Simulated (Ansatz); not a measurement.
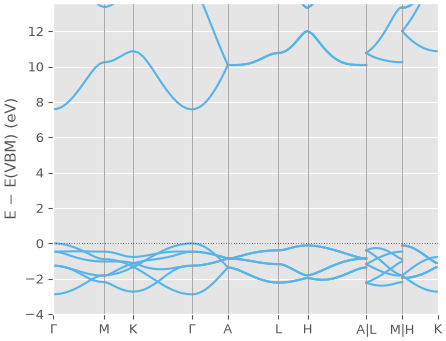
Fig. 1. Band structure from plane-wave PAW PBEsol (Ansatz code)

Q: Read off the gap and where the band edges lie.

A: About 7.6 eV (7.58 eV by a search for the band edges); maximum at Γ, minimum at Γ.

The material is LiF in space group P6_3/mmc (No. 194; Li on 2d, F on 2c).

The start of the workflow was typed in or built on a structure type; neither database checked (COD, Materials Project) lists it. It is not the phase usual at ambient conditions (space group No. 225). The PBEsol relaxation kept the symmetry of its start; its stability against distortions is not shown here.

Potentials: the later of the program's two PAW sets.
